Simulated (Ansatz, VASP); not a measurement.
# Si2W: VASP beside Ansatz, part 2 of 2

One calculation is typed for both programs; each brings its own data sets. How far apart do they land? The cell is taken from a series of VASP runs on this material, whose earlier steps may have relaxed, scaled or displaced it; both programs get it as it stands. Valence electrons are named where the data sets of a main pair hold unlike numbers.

VASP 6.6.1 and Ansatz 0.2.0.

So far: Set-up; VASP: band structure, LDA; Ansatz: band structure, LDA; Comparison.

## Step 5: VASP: band structure, LDA, spin-orbit coupling

Level of this step: LDA, spin-orbit coupling; plane waves and PAW (Si, W) (VASP).

A single point gives forces, pressure and levels at one fixed geometry, so differences don't come from the geometry; what else differs is listed under the comparison.

Contents of INCAR:

```
SYSTEM = Si2W
PREC = Accurate
ENCUT = 400
EDIFF = 1E-06
NELM = 100
ISMEAR = 0
SIGMA = 0.05
LREAL = .FALSE.
ALGO = Normal
GGA = CA
LNONCOLLINEAR = .TRUE.
MAGMOM = 0 0 0 0 0 0 0 0 0
NBANDS = 26
GGA_COMPAT = .FALSE.
LASPH = .TRUE.
LSORBIT = .TRUE.
LMAXMIX = 4
LORBIT = 11
LWAVE = .FALSE.
LCHARG = .FALSE.
KPAR = 2
```

Contents of POSCAR:

```
Si2W
1.0
   -1.5936247427      1.5936247427      3.8863588592
    1.5936247427     -1.5936247427      3.8863588592
    1.5936247427      1.5936247427     -3.8863588592
Si W
2 1
Direct
    0.3348864609      0.3348864609      0.0000000000
    0.6651135391      0.6651135391      0.0000000000
    0.0000000000      0.0000000000      0.0000000000
```

Contents of KPOINTS:

```
Automatic mesh
0
Gamma
8 8 8
0 0 0
```

Contents of KPOINTS_OPT:

```
Line mode
16
Line-mode
Reciprocal
  0.00000000   0.00000000   0.00000000 GAMMA
  0.00000000   0.00000000   0.50000000 X

  0.00000000   0.00000000   0.50000000 X
 -0.08407296   0.08407296   0.50000000 Y

 -0.08407296   0.08407296   0.50000000 Y
 -0.29203648   0.29203648   0.29203648 S

 -0.29203648   0.29203648   0.29203648 S
  0.00000000   0.00000000   0.00000000 GAMMA

  0.00000000   0.00000000   0.00000000 GAMMA
  0.50000000   0.50000000  -0.50000000 Z

  0.50000000   0.50000000  -0.50000000 Z
  0.29203648   0.70796352  -0.29203648 S1

  0.29203648   0.70796352  -0.29203648 S1
  0.00000000   0.50000000   0.00000000 N

  0.00000000   0.50000000   0.00000000 N
  0.25000000   0.25000000   0.25000000 P

  0.25000000   0.25000000   0.25000000 P
  0.50000000   0.50000000  -0.08407296 Y1

  0.50000000   0.50000000  -0.08407296 Y1
  0.50000000   0.50000000  -0.50000000 Z

  0.00000000   0.00000000   0.50000000 X
  0.25000000   0.25000000   0.25000000 P
```

The projector-augmented-wave data sets are Si and W (LDA family, release 64).

The run is started by

```sh
mpirun -np 2 vasp_ncl
```

Numbers of over 12 decimals in the logs are rounded to 6 here.

The log of the run:

```text
[... set-up lines as in an earlier step ...]
 entering main loop
       N       E                     dE             d eps       ncg     rms          rms(c)
DAV:   1     0.192026716988E+02    0.19203E+02   -0.49891E+03  3156   0.761E+02
DAV:   2    -0.263276864774E+02   -0.45530E+02   -0.42392E+02  3764   0.170E+02
DAV:   3    -0.284412580025E+02   -0.21136E+01   -0.20630E+01  4122   0.318E+01
DAV:   4    -0.284709724596E+02   -0.29714E-01   -0.29634E-01  3834   0.397E+00
[...]
DAV:  11    -0.276199826890E+02    0.10217E-04   -0.89283E-05  3588   0.597E-02    0.394E-02
DAV:  12    -0.276199791324E+02    0.35565E-05   -0.66442E-06  3464   0.177E-02    0.102E-02
DAV:  13    -0.276199791496E+02   -0.17104E-07   -0.64826E-07  2308   0.527E-03
   1 F= -.27619979E+02 E0= -.27619804E+02  d E =-.351097E-03  mag=    -0.0000     0.0000     0.0000
 Start KPOINTS_OPT (optional k-point list driver)
k-point batch [1-59\176]
       N       E                     dE             ncg
DAV:   1     0.736963020327E+04   -0.15880E+05     3116
DAV:   2     0.466572453645E+04   -0.27039E+04     3864
DAV:   3     0.454586093032E+04   -0.11986E+03     4060
DAV:   4     0.454446199877E+04   -0.13989E+01     3772
DAV:   5     0.454444229789E+04   -0.19701E-01     3986
DAV:   6     0.454444204418E+04   -0.25370E-03     3924
DAV:   7     0.454444203972E+04   -0.44592E-05     3616
DAV:   8     0.454444203957E+04   -0.15010E-06     2708
[...]
k-point batch [119-176\176]
       N       E                     dE             ncg
DAV:   1     0.760688126941E+04   -0.21118E+05     3056
DAV:   2     0.501646084451E+04   -0.25904E+04     3736
DAV:   3     0.490573728370E+04   -0.11072E+03     3988
DAV:   4     0.490446205304E+04   -0.12752E+01     3612
DAV:   5     0.490444578714E+04   -0.16266E-01     3658
DAV:   6     0.490444542702E+04   -0.36012E-03     3698
DAV:   7     0.490444541572E+04   -0.11305E-04     3234
DAV:   8     0.490444541515E+04   -0.56693E-06     2642
```

From OUTCAR (step 5):

```text
  Total       -0.0049237     -0.0049237     -0.0606444      0.0000000      0.0000000      0.0000000
  in kB       -0.1998147     -0.1998147     -2.4610844      0.0000000      0.0000000      0.0000000
  external PRESSURE =      -0.9535713 kB  Pullay stress =       0.0000000 kB

 POSITION                                       TOTAL-FORCE (eV/Angst)
 -----------------------------------------------------------------------------------
      0.00000      0.00000      2.60298         0.000000      0.000000     -0.006623
      0.00000      0.00000      5.16974         0.000000      0.000000      0.006623
      0.00000      0.00000      0.00000        -0.000000     -0.000000      0.000000
 -----------------------------------------------------------------------------------
    total drift:                                0.000000     -0.000000      0.000000

  FREE ENERGIE OF THE ION-ELECTRON SYSTEM (eV)
  ---------------------------------------------------
  free  energy   TOTEN  =       -27.6199791496 eV

  energy  without entropy=      -27.6196280525  energy(sigma->0) =      -27.61980360

 magnetization (x)
# of ion       s       p       d       tot
------------------------------------------
    1       -0.000  -0.000   0.000  -0.000
    2       -0.000  -0.000   0.000  -0.000
    3       -0.000  -0.000  -0.000  -0.000
--------------------------------------------------
tot         -0.000  -0.000  -0.000  -0.000

 magnetization (y)
# of ion       s       p       d       tot
------------------------------------------
    1        0.000   0.000   0.000   0.000
    2        0.000   0.000   0.000   0.000
    3        0.000  -0.000   0.000   0.000
--------------------------------------------------
tot          0.000   0.000   0.000   0.000

 magnetization (z)
# of ion       s       p       d       tot
------------------------------------------
    1        0.000   0.000   0.000   0.000
    2        0.000   0.000   0.000   0.000
    3        0.000   0.000   0.000   0.000
--------------------------------------------------
tot          0.000   0.000   0.000   0.000

[... 1 part as in an earlier step ...]

[... 2 further parts left out ...]
[key lines of the parts left out:]
E-fermi :  10.7754
```

The run ends at a pressure of -0.10 GPa, with forces up to 0.0066 eV/Å.

## Step 6: Ansatz: band structure, LDA, spin-orbit coupling

The same cell, functional (in two slightly different forms), mesh and smearing now go to Ansatz, which takes its cutoff from its data sets.

The cell is taken from a series of VASP runs on this material, whose earlier steps may have relaxed, scaled or displaced it; both programs get it as it stands.

Contents of input.yaml:

```yaml
crystal:
  lattice:
    - [-1.5936247427, 1.5936247427, 3.8863588592]
    - [1.5936247427, -1.5936247427, 3.8863588592]
    - [1.5936247427, 1.5936247427, -3.8863588592]
  atoms:
    - { symbol: Si, position: [0.3348864609, 0.3348864609, 0.0] }
    - { symbol: Si, position: [0.6651135391, 0.6651135391, 0.0] }
    - { symbol: W, position: [0.0, 0.0, 0.0] }
hamiltonian:
  xc: lda
  pseudopotentials: { kind: paw_fr }
magnetization:
  noncollinear: true
  spin_orbit: true
kpoints:
  mp_grid: { grid: [8, 8, 8] }
  band_path:
    path:
      - [0.0, 0.0, 0.0]
      - [0.0, 0.0, 0.2]
      - [0.0, 0.0, 0.4]
      - [-0.01121, 0.01121, 0.5]
      - [-0.04484, 0.04484, 0.5]
      - [-0.07847, 0.07847, 0.5]
      - [-0.13953, 0.13953, 0.44454]
      - [-0.22272, 0.22272, 0.36136]
      - [-0.29204, 0.29204, 0.29204]
      - [-0.17522, 0.17522, 0.17522]
      - [-0.05841, 0.05841, 0.05841]
      - [0.06667, 0.06667, -0.06667]
      - [0.26667, 0.26667, -0.26667]
      - [0.46667, 0.46667, -0.46667]
      - [0.44454, 0.55546, -0.44454]
      - [0.36136, 0.63864, -0.36136]
      - [0.29204, 0.70796, -0.29204]
      - [0.17522, 0.62478, -0.17522]
      - [0.05841, 0.54159, -0.05841]
      - [0.03333, 0.46667, 0.03333]
      - [0.13333, 0.36667, 0.13333]
      - [0.23333, 0.26667, 0.23333]
      - [0.31667, 0.31667, 0.16091]
      - [0.41667, 0.41667, 0.02728]
      - [0.5, 0.5, -0.08407]
      - [0.5, 0.5, -0.25044]
      - [0.5, 0.5, -0.41681]
      - [0.03333, 0.03333, 0.46667]
      - [0.13333, 0.13333, 0.36667]
      - [0.25, 0.25, 0.25]
    npoints: 1
scf:
  occupations: { method: gaussian, width: 0.05 }
  n_extra_bands: 14
output:
  forces: true
  stress: true
  eigenvalues: true
  write_density: true
  write_potential: true
  elf: true
  volumetric_format: npy
```

The run is started by

```sh
ansatz run input.yaml --threads 2 --pin off --max-ram 4608MiB --backend cpu --events-out ev --progress --plain --runs-dir out
```

The log of the run:

```text
[...]
non-collinear run that drives no moment, with spin-orbit: no starting moment large enough to seed its density (crystal.atoms[].spin), no starting occupations that ask for one, no magnetisation constraint and no magnetic field, so the semilocal B_xc is pinned to zero
Crystal: 3 atoms, lattice volume = 39.480 Å³
Basis set: ecut = 420 eV, 769 PW (Γ)
[...]
k-point 1: bands = [... 18 lower, 15.0815, 15.0815, 15.5974, 15.5974, 19.3663, 19.3663, 20.4041, 20.4041, ... 10 higher]
  k-point 2: bands = [... 18 lower, 14.0818, 14.0818, 15.0124, 15.0124, 19.9758, 19.9758, 20.2431, 20.2431, ... 10 higher]
  k-point 58: bands = [... 18 lower, 16.2649, 16.2649, 16.2998, 16.2998, 16.5112, 16.5112, 17.7863, 17.7863, ... 10 higher]
[key lines of the parts left out:]
SCF converged after 7 iterations
Magnetization: |M| = 0.0000 μB,  M = (+0.0000, +0.0000, +0.0000) μB
Free energy (F): -11372.090609 eV
Fermi energy:    16.874276 eV
P = ⅓ Tr σ = -0.3861 GPa (-3.861 kbar)
```

Run time: 21 s. Hardware: 2 threads of Arm Neoverse N1, shared host; peak memory 0.47 GiB.

## Step 7: Comparison

What differs besides the data sets and the points named for the pairs above, as far as they apply: spin-orbit coupling enters by fully relativistic files in Ansatz and inside the spheres in VASP; the data sets hold 22 valence electrons in Ansatz (on its fully relativistic PAW (standard-fr) files) and 14 in VASP. Total energies have different zeros and are not compared.

Both answers:

```tsv
quantity	Ansatz	VASP	difference
pressure (GPa)	-0.39	-0.10	-0.29
pressure without Ansatz's Pulay correction (GPa)	-0.44	-0.10	-0.34
```

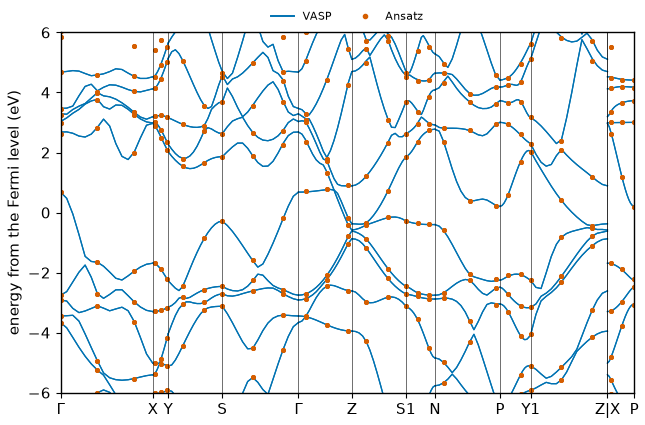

Bands from VASP (lines) and levels from Ansatz (dots). Dots without a line are higher empty bands that the VASP plot leaves out.

At this near-relaxed geometry the largest component of a force difference is 9 meV/Å. Levels from 3 eV below to 2 eV above the Fermi level differ by 14 meV r.m.s. and 49 meV at most; each VASP level is matched to the nearest of Ansatz, which flatters the figure a little. Ansatz's pressure holds a Pulay correction of 0.05 GPa; VASP's holds none.

## Step 8: Summary of results

| Quantity | Value |
| --- | --- |
| r.m.s. difference of levels near the Fermi level (band structure, LDA) | 12 meV |
| r.m.s. difference of levels near the Fermi level (band structure, LDA, spin-orbit coupling) | 14 meV |

**Reading.** The r.m.s. difference of levels near the Fermi level is 14 meV (band structure, LDA, spin-orbit coupling), within the 80 meV picked in this series as the mark of a large difference. The data sets hold unlike numbers of valence electrons (22 in Ansatz and 14 in VASP), so part of the differences comes from the potentials. 1 further run of this series is not shown here. Such differences can come from data sets, numerical settings and the points named under the comparisons, not from the functional's error against experiment.

[Lines on the potential files, build, host, timing and source positions are cut from VASP's logs without a mark.]

[Logs are printed without paths, hosts, clocks, repeated set-up lines and the standing remarks that a program may print on its own settings, such as how far it seeks lower states.]

[Hosts, paths, dates, database ids (printed as entryN), source tags and the programs' standing remarks are cut or masked in the printed files.]
